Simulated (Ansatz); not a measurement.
| atom | x (Å) | y (Å) | z (Å) |
| --- | --- | --- | --- |
| C | -0.7916 | 1.6024 | 0.4456 |
| O | -0.5435 | 0.5393 | 1.3211 |
| Ga | 0.2304 | -1.0014 | 0.8401 |
| C | 0.7601 | -1.2000 | -1.0382 |
| H | -0.2737 | 2.5053 | 0.7906 |
| H | -1.8648 | 1.8257 | 0.4166 |
| H | -0.4653 | 1.4058 | -0.5855 |
| H | 0.3666 | -1.9857 | 2.0414 |
| H | -0.1128 | -1.1181 | -1.6905 |
| H | 1.2365 | -2.1644 | -1.2174 |
| H | 1.4580 | -0.4091 | -1.3238 |

Geometry: PBE0-D4/def2-TZVP.

Method: isolated molecule in a Gaussian basis; Hartree-Fock in Ansatz 0.2.0.

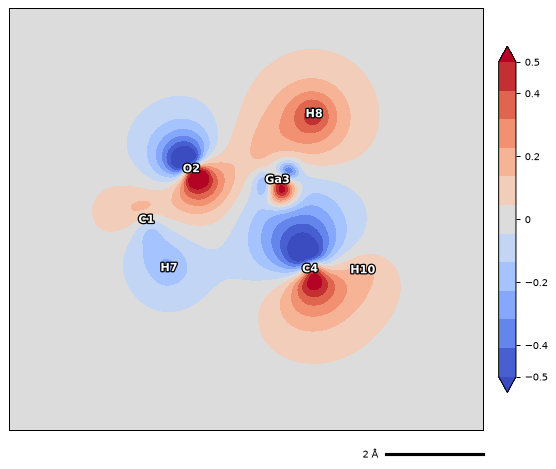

C₂H₇GaO. The HOMO on the plane of atoms O2, Ga3 and C4 (values in Å⁻³ᐟ²; the overall sign is arbitrary).

Where does this orbital lie, and at what energy?

Answer. By Hirshfeld shares it lies mainly on C4 (about 30 %), Ga3 (about 20 %), O2 (about 20 %) and H8 (about 10 %). Its energy is −11.06 eV.
